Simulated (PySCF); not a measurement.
```xyz
10

La    0.0082   -0.0027    0.0204
N     2.3162    0.0230   -0.0174
H     2.9223    0.8455   -0.0227
H     2.9499   -0.7781   -0.0284
N    -1.1696    1.9814   -0.0548
H    -0.7915    2.9303   -0.0707
H    -2.1841    2.0956   -0.0947
N    -1.1269   -2.0115   -0.0407
H    -0.7355   -2.9548   -0.0618
H    -2.1403   -2.1405   -0.0602
```

Geometry: PBE0-D3(BJ)/def2-SVP; core potentials replace the inner electrons of La.

Level of theory: DFT single point, gas phase, functional BP86 in PySCF.

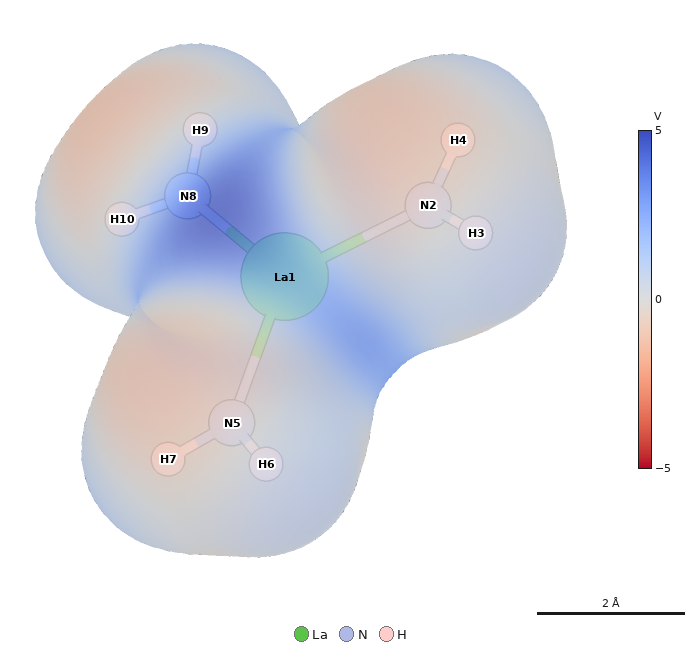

H6LaN3 (La(NH2)3). The molecular electrostatic potential painted on the density surface at 0.002 e/bohr³, seen at a tilt; the colour scale runs from red (negative) to blue (positive).

> Describe the electrostatic potential map.

The most negative region (about −1.1 V, or −25 kcal/mol for a unit charge) lies over N2, N5 and N8, the most positive (about +4.4 V, or +101 kcal/mol for a unit charge) over La1.
